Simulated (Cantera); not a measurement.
Input: 1 mol MgO, 3.3 mol CH4, 1.4 mol H2, at 2.40 bar.

Cantera equilibrium calculation (NASA polynomials, part measured and part estimated; ideal gas, pure solids and liquids). Candidate condensed phases: C, C6H6, C7H8, C8H18, H2O, Mg, MgCO3, MgO, Mg(OH)2; 116 gas species. The tables' values for MgH are old estimates; treat these amounts as uncertain. Equilibrium is a limit: real reactors are often held back by kinetics, nucleation or transport.

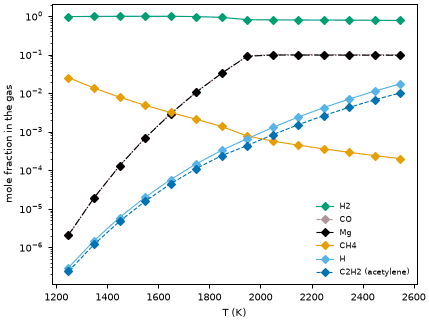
*Equilibrium gas composition (values under 1e-9 drawn at 1e-9)*

From 1248 K to 1948 K the condensed part is C(graphite) + MgO(s). From 2048 K to 2548 K the condensed part is C(graphite). The main Mg-bearing gas is Mg throughout.
